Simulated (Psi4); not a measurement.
# One shape, several levels: CH4Si (SMILES [CH][SiH3])

We compute a comparison of 6 runs (UHF/3-21G, UB3LYP/6-31G*, USVWN5/6-31+G*, UPBE/def2-SVP, UTPSS-D3(BJ)/cc-pVDZ) of CH4Si. 

The calculation is run with Psi4 1.11.

2 further runs of the same task are left out: 1 that didn't finish, 1 set aside as unsound or not needed.

## Step 1: The system as given

CH4Si: 6 atoms, total charge 0, spin state triplet. SMILES: `[CH][SiH3]`. Geometry: relaxed at GFN2-xTB.

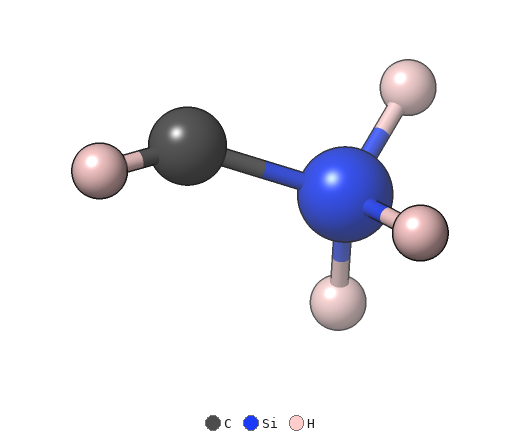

Viewed from a chosen angle; carbon dark grey, silicon blue, hydrogen pink.

## Step 2: Energy and forces at UHF/3-21G (run 1)

Input file job.py:

```python
import psi4

psi4.set_memory(1600000000)
psi4.set_num_threads(1)
psi4.core.set_output_file('ch4si.out', False)

geom = psi4.geometry("""
0 3
C      1.26103314    -1.61036791     1.38819281
Si    -0.48925009     0.76401627    -0.33748619
H      2.15030046    -3.42699943     1.38135200
H     -2.91796390    -0.27060878    -1.21815525
H      0.96650043     1.62699750    -2.54644375
H     -0.97060113     2.91696235     1.33257817
units bohr
symmetry c1
no_reorient
no_com
""")

psi4.set_options({
    'reference': 'uhf',
    'puream': True,
    'e_convergence': 1e-09,
    'd_convergence': 1e-08,
    'scf_type': 'pk',
    'maxiter': 200,
})

E, wfn = psi4.gradient("scf/3-21G", molecule=geom, return_wfn=True)
psi4.oeprop(wfn, "QUADRUPOLE", "DIPOLE", "MAYER_INDICES", title="SCF")
print('gradient / Eh bohr^-1')
print(E.np.round(6))
print(f'energy = {wfn.energy():.10f} Eh')
```

Command:

```bash
python job.py
```

ch4si.out:

```text
[...]
  Running in c1 symmetry.
[...]
  Nuclear repulsion =   49.989461623393908
[...]
  Multiplicity = 3
[...]
  Nalpha       = 13
  Nbeta        = 11
[...]
    Number of basis functions: 30
[...]
   @UHF iter   1:  -327.21696952728286   -8.30626e-01   5.91136e-03 ADIIS/DIIS
[...]
   @UHF iter  13:  -327.26871903026409   -2.10321e-12   9.16119e-09 DIIS
[...]
   @S^2 Observed:                2.025260605E+00
[...]
    Orbital Energies [Eh]
    ---------------------
    Alpha Occupied:
       1A    -68.298316     2A    -11.198178     3A     -6.111221
       4A     -4.207254     5A     -4.206909     6A     -4.206312
       7A     -0.955246     8A     -0.727825     9A     -0.556315
      10A     -0.514195    11A     -0.507444    12A     -0.409242
      13A     -0.397006
    Alpha Virtual:
      14A      0.170557    15A      0.219944    16A      0.228900
      17A      0.288504    18A      0.354477    19A      0.438128
      20A      0.481446    21A      0.486174    22A      0.592766
      23A      0.973123    24A      0.977312    25A      1.117765
[...]
  @UHF Final Energy:  -327.26871903026409
   => Energetics <=
    Nuclear Repulsion Energy =             49.9894616233939075
    One-Electron Energy =                -551.0667663715221352
    Two-Electron Energy =                 173.8085857178641049
    Total Energy =                       -327.2687190302640943
  UHF NO Occupations:
  HONO-2 :   11  A 1.9918921
  HONO-1 :   12  A 1.0000000
[...]
  -Total Gradient:
     Atom            X                  Y                   Z
    ------   -----------------  -----------------  -----------------
       1       -0.015323162713     0.021230235547    -0.014461156719
       2        0.010509233965    -0.013551588000     0.011187955074
       3       -0.000795619706     0.000965572837    -0.000953929234
       4        0.006215737754     0.001426921491     0.002659854075
       5       -0.002663142437    -0.002928561775     0.005718400250
       6        0.002056953137    -0.007142580098    -0.004151123446
[...]
 Multipole Moments:
 ------------------------------------------------------------------------------------
     Multipole            Electronic (a.u.)      Nuclear  (a.u.)        Total (a.u.)
 ------------------------------------------------------------------------------------
 L = 1.  Multiply by 2.5417464519 to convert [e a0] to [Debye]
 Dipole X            :          0.0976244           -0.0550666            0.0425578
 Dipole Y            :         -2.0460964            1.8803720           -0.1657245
 Dipole Z            :         -2.6688212            2.5536814           -0.1151398
 Magnitude           :                                                    0.2062352
 L = 2.  Multiply by 1.3450342976 to convert [e a0^2] to [Debye ang]
 Quadrupole XX       :        -44.8521199           27.9068416          -16.9452783
 Quadrupole XY       :         24.4234518          -25.2556592           -0.8322074
[...]
```

Standard output:

```text
gradient / Eh bohr^-1
[[-0.015323  0.02123  -0.014461]
 [ 0.010509 -0.013552  0.011188]
 [-0.000796  0.000966 -0.000954]
 [ 0.006216  0.001427  0.00266 ]
 [-0.002663 -0.002929  0.005718]
 [ 0.002057 -0.007143 -0.004151]]
energy = -327.2687190303 Eh
```

It took 1.2 s on 1 thread of Intel Xeon 6975P-C (Granite Rapids), shared host; peak memory 0.18 GiB.

## Step 3: Energy and forces at UB3LYP/6-31G(d) (spherical functions) (run 2)

Input file input.inp:

```
memory 1600 mb

molecule {
  0 3
  C
  Si 1 1.808452
  H 1 1.070325 2 147.93929
  H 2 1.472661 1 110.39335 3 60.28851
  H 2 1.472543 4 108.70201 1 121.21449
  H 2 1.464205 5 109.19793 4 -119.01642
  symmetry c1
  no_reorient
  no_com
}

set basis 6-31G*
set reference uks
set puream true
set e_convergence 1e-09
set d_convergence 1e-08
set scf_type pk
set dft_radial_points 99
set dft_spherical_points 590
set maxiter 200

result, w = gradient("b3lyp", return_wfn=True)
oeprop(w, "WIBERG_LOWDIN_INDICES", "MULLIKEN_CHARGES", "QUADRUPOLE", title="B3LYP")
print_variables()
```

Command:

```bash
psi4 input.inp input.out -n 1
```

input.out, cut to the lines that bear on the results:

```text
[...]
  Running in c1 symmetry.
[...]
  Nuclear repulsion =   49.989457425603803
[...]
  Multiplicity = 3
[...]
  Nalpha       = 13
  Nbeta        = 11
[...]
    Number of basis functions: 40
[...]
   @UKS iter   1:  -329.77910374261580   -4.66391e-01   8.41271e-03 ADIIS/DIIS
[...]
   @UKS iter  11:  -329.86111382033812   -3.92220e-12   7.62541e-09 DIIS
[...]
   @S^2 Observed:                2.007813606E+00
[...]
  @UKS Final Energy:  -329.86111382033812
   => Energetics <=
    Nuclear Repulsion Energy =             49.9894574256038027
    One-Electron Energy =                -553.6251590682926462
    Two-Electron Energy =                 196.2081915780174768
    DFT Exchange-Correlation Energy =     -22.4336037556667733
    Empirical Dispersion Energy =           0.0000000000000000
    VV10 Nonlocal Energy =                  0.0000000000000000
    Total Energy =                       -329.8611138203381188
[...]
  -Total Gradient:
     Atom            X                  Y                   Z
    ------   -----------------  -----------------  -----------------
       1       -0.000002705175     0.002057767724    -0.001247970729
       2        0.000054209738    -0.000463368267     0.004158172941
       3        0.000001160550    -0.003159172057     0.008919914748
       4        0.005574090498    -0.003056127462    -0.003868754365
       5       -0.005593776477    -0.003103188490    -0.003888417861
       6       -0.000033061757     0.007724493024    -0.004073238105
[...]
 Multipole Moments:
 ------------------------------------------------------------------------------------
     Multipole            Electronic (a.u.)      Nuclear  (a.u.)        Total (a.u.)
 ------------------------------------------------------------------------------------
 L = 1.  Multiply by 2.5417464519 to convert [e a0] to [Debye]
[...]
  Mulliken Charges: (a.u.)
   Center  Symbol    Alpha    Beta     Spin     Total
       1     C     4.14171  2.16846  1.97325 -0.31017
       2    SI     6.80876  6.86517 -0.05641  0.32608
       3     H     0.37816  0.45140 -0.07324  0.17044
       4     H     0.56329  0.50030  0.06299 -0.06360
       5     H     0.56328  0.50028  0.06300 -0.06357
       6     H     0.54480  0.51438  0.03041 -0.05918
   Total alpha = 13.00000, Total beta = 11.00000, Total charge =  0.00000
  Wiberg Bond Indices using Orthogonal Lowdin Orbitals:
[...]
```

Wall time 8.7 s (1 thread of Intel Xeon 6975P-C (Granite Rapids), shared host); peak memory 0.6 GiB.

Runs 3 to 5 aren't shown in full; the table further down has their settings and results.

## Step 4: The energy at UTPSS-D3(BJ)/cc-pVDZ (DKH2, C-PCM chloroform) (run 6)

Input file input.inp:

```
memory 1600 MB

molecule {
  0 3
  C      0.667310    -0.852170     0.734600
  Si    -0.258900     0.404300    -0.178590
  H      1.137890    -1.813490     0.730980
  H     -1.544120    -0.143200    -0.644620
  H      0.511450     0.860970    -1.347520
  H     -0.513620     1.543590     0.705170
  symmetry c1
}

set basis cc-pVDZ
set reference uks
set scf_type pk
set relativistic dkh
set dkh_order 2
set pcm true

pcm = {
  Units = Angstrom
  Medium {
    SolverType = CPCM
    Solvent = Chloroform
  }
  Cavity {
    Type = GePol
    RadiiSet = Bondi
    Scaling = True
    Area = 0.4
    Mode = Implicit
  }
}

e_tot, wfn = energy("tpss-d3(bj)", return_wfn=True)
```

Command:

```bash
psi4 -n 1 input.inp input.out
```

input.out:

```text
[...]
  Running in c1 symmetry.
[...]
  Nuclear repulsion =   49.989461569647325
[...]
  Multiplicity = 3
[...]
  Nalpha       = 13
  Nbeta        = 11
[...]
    Number of basis functions: 52
[...]
   @UKS iter   1:  -330.34058716031501   -3.74109e-01   7.31845e-03 ADIIS/DIIS
[...]
   @UKS iter   8:  -330.44555127584385   -3.86023e-08   9.00725e-07 DIIS
[...]
   @S^2 Observed:                2.009349044E+00
[...]
    Orbital Energies [Eh]
    ---------------------
    Alpha Occupied:
       1A    -65.875786     2A    -10.036107     3A     -5.148109
       4A     -3.501737     5A     -3.500613     6A     -3.500612
       7A     -0.628999     8A     -0.490188     9A     -0.357865
      10A     -0.331173    11A     -0.328470    12A     -0.223390
      13A     -0.211653
    Alpha Virtual:
      14A      0.023789    15A      0.055847    16A      0.063670
      17A      0.075969    18A      0.120576    19A      0.256103
      20A      0.256224    21A      0.271118    22A      0.337687
      23A      0.342903    24A      0.348225    25A      0.405935
[...]
  @UKS Final Energy:  -330.44555127584385
   => Energetics <=
    Nuclear Repulsion Energy =             49.9894615696473252
    One-Electron Energy =                -554.1282155680402184
    Two-Electron Energy =                 201.5456819120559544
    DFT Exchange-Correlation Energy =     -27.8480550977023000
    Empirical Dispersion Energy =          -0.0038053249191016
    VV10 Nonlocal Energy =                  0.0000000000000000
    PCM Polarization Energy =              -0.0006187668855389
    Total Energy =                       -330.4455512758438545
[...]
 Multipole Moments:
 ------------------------------------------------------------------------------------
     Multipole            Electronic (a.u.)      Nuclear  (a.u.)        Total (a.u.)
 ------------------------------------------------------------------------------------
 L = 1.  Multiply by 2.5417464519 to convert [e a0] to [Debye]
 Dipole X            :          0.4811714           -0.4187516            0.0624198
 Dipole Y            :         -0.4887079            0.2970026           -0.1917053
 Dipole Z            :          0.7102602           -0.8043801           -0.0941198
 Magnitude           :                                                    0.2224987
[...]
```

Wall time 13 s (1 thread of Intel Xeon 6975P-C (Granite Rapids), shared host); peak memory 0.81 GiB.

## Step 5: All runs side by side

```csv
run,level,integration grid,task,energy (Eh),dipole moment (D),HOMO energy (eV),LUMO energy (eV),wall time
1,UHF/3-21G,–,gradient,-327.268719,0.52,-10.80,3.10,1.2 s
2,UB3LYP/6-31G* (spherical functions),99 radial × 590 angular,gradient,-329.861114,0.52,-6.59,-2.25,8.7 s
3,USVWN5/6-31+G* (spherical functions),99 radial × 590 angular,gradient,-328.260063,0.54,-5.73,-3.81,6 s
4,UPBE/def2-SVP,99 radial × 590 angular,gradient,-329.518366,0.47,-5.71,-3.24,9.3 s
5,UTPSS-D3(BJ)/cc-pVDZ (C-PCM chloroform),75 radial × 302 angular,energy,-329.905500,0.57,-5.76,-2.72,9.9 s
6,"UTPSS-D3(BJ)/cc-pVDZ (DKH2, C-PCM chloroform)",75 radial × 302 angular,energy,-330.445551,0.57,-5.76,-2.72,13 s
```

## Step 6: Outcome

| quantity | value |
| --- | --- |
| run 6: total energy | -330.44555 Eh |
| run 6: dipole moment | 0.57 D |
| run 6: HOMO energy (highest over α and β) | -5.76 eV |
| run 6: LUMO energy (lowest over α and β) | -2.72 eV |
| run 6: dispersion energy | -9.99 kJ/mol |
| run 6: solvent term in the energy | -1.6 kJ/mol |
| run 6: ⟨S²⟩ | 2.009 |

The dipole moment (its size) runs from 0.47 D (UPBE/def2-SVP) to 0.57 D (UTPSS-D3(BJ)/cc-pVDZ). The two ends differ in method and basis and solvent. Totals of different functionals can't be ranked against each other. Some runs of one species differ in core potentials or relativity; totals across that change don't compare. All runs together took 48 s, the longest 13 s.
